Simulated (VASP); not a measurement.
Band structure of TcAs (space group P6/mmm). All values below come from PBE GGA, VASP's PBE PAW potentials (set 64) (plane waves; VASP 6.6.1).

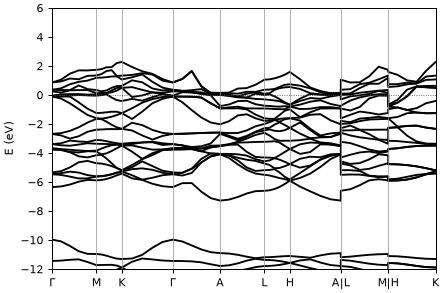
Figure. Bands along high-symmetry lines, zero at the valence-band maximum or, without a gap, the Fermi level

**Question.** Read the plot: is there a gap, and where are the band edges?

**Answer.** It has no gap at this level: it comes out as a metal or semimetal.

The structure was generated: TcAs was put into an ordered model structure, which need not be its known phase. The cell was not relaxed at this level. The k-mesh is coarse (spacing up to 0.48 per Å, 2π included), so the numbers may not be converged in it. VASP warned that the highest band is occupied, so more bands are needed.
